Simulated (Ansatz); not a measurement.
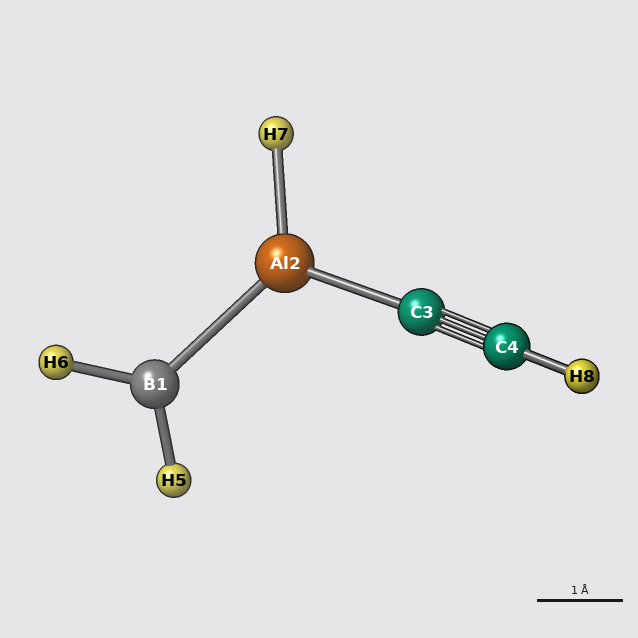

(Drawn from a calculation with Ansatz.)

Geometry: moved along internal coordinates away from the minimum.

How are the neighbours of atom 3 arranged?

C3 has 2 neighbours (Al2 at 1.91, C4 at 1.21 Å); the arrangement is linear.

How are the neighbours of atom 2 arranged?

Al2 has 3 neighbours (B1 at 2.12, C3 at 1.91, H7 at 1.59 Å); the arrangement is trigonal planar.

How are the neighbours of atom 1 arranged?

B1 has 3 neighbours (Al2 at 2.12, H5 at 1.20, H6 at 1.20 Å); the arrangement is trigonal planar.

Describe the coordination of atom 4.

C4 has 2 neighbours (C3 at 1.21, H8 at 1.07 Å); the arrangement is linear.
